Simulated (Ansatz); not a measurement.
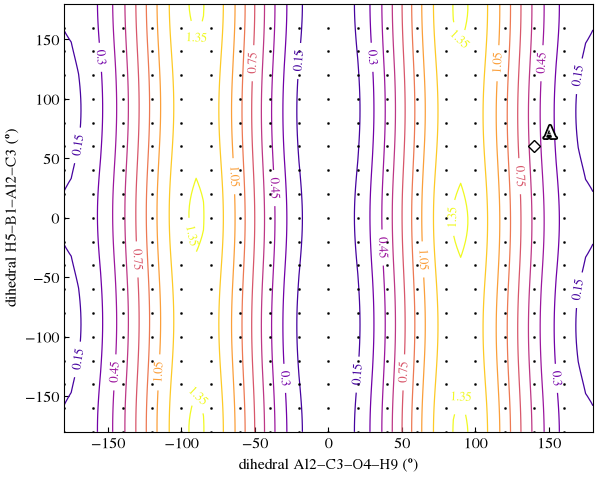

CH₅AlBO, SMILES [BH2][AlH][CH+]O, charge +1. First axis: dihedral Al2–C3–O4–H9. Second axis: dihedral H5–B1–Al2–C3. Nothing is relaxed (all other coordinates rigid). Grid: 18 × 18 points; 126 points were computed and 198 follow by symmetry. All energies are given in eV relative to the relaxed molecule at the same level. The calculation used RHF/def2-TZVP (Ansatz 0.2.0).

The picture shows contour lines labelled in eV (none above 1.35), dots at the grid points, the point A. Between grid points the surface is interpolated.

Q: Which way does the force act at A, and how strong is it?

A: A, at dihedral Al2–C3–O4–H9 = 140°, dihedral H5–B1–Al2–C3 = 60°, is not a stationary point. The computed force is 0.019 eV for each degree towards larger values of dihedral Al2–C3–O4–H9 and 0.00064 eV for each degree towards larger values of dihedral H5–B1–Al2–C3.
